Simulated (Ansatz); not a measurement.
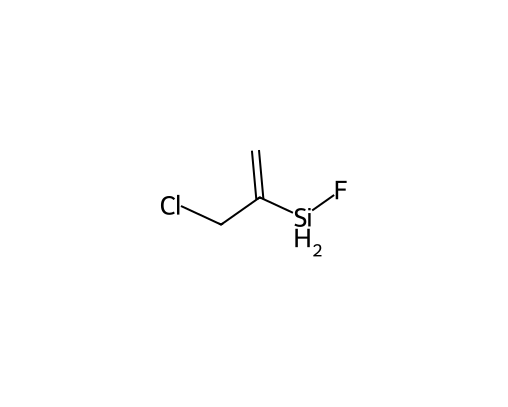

Computed geometry: PBE0-D4/def2-TZVP optimisation. No frequency run is at hand to confirm it as a minimum. Program: Ansatz 0.2.0.

At this fixed geometry, give HOMO energy (eV), HOMO–LUMO gap (eV) at these levels: B3LYP-D4/def2-TZVPP; PBE-D4/def2-TZVPP; PBE0-D4/def2-TZVPP; r2SCAN-D4/def2-TZVPP; ωB97M-V/def2-TZVPP; ωB97X-V/def2-TZVPP.

```json
{"level": "B3LYP-D4/def2-TZVPP", "HOMO energy (eV)": "−7.92", "HOMO–LUMO gap (eV)": "6.78"}
{"level": "PBE-D4/def2-TZVPP", "HOMO energy (eV)": "−6.98", "HOMO–LUMO gap (eV)": "5.06"}
{"level": "PBE0-D4/def2-TZVPP", "HOMO energy (eV)": "−8.15", "HOMO–LUMO gap (eV)": "7.22"}
{"level": "r2SCAN-D4/def2-TZVPP", "HOMO energy (eV)": "−7.23", "HOMO–LUMO gap (eV)": "5.49"}
{"level": "ωB97M-V/def2-TZVPP", "HOMO energy (eV)": "−10.36", "HOMO–LUMO gap (eV)": "11.53"}
{"level": "ωB97X-V/def2-TZVPP", "HOMO energy (eV)": "−10.47", "HOMO–LUMO gap (eV)": "11.78"}
```
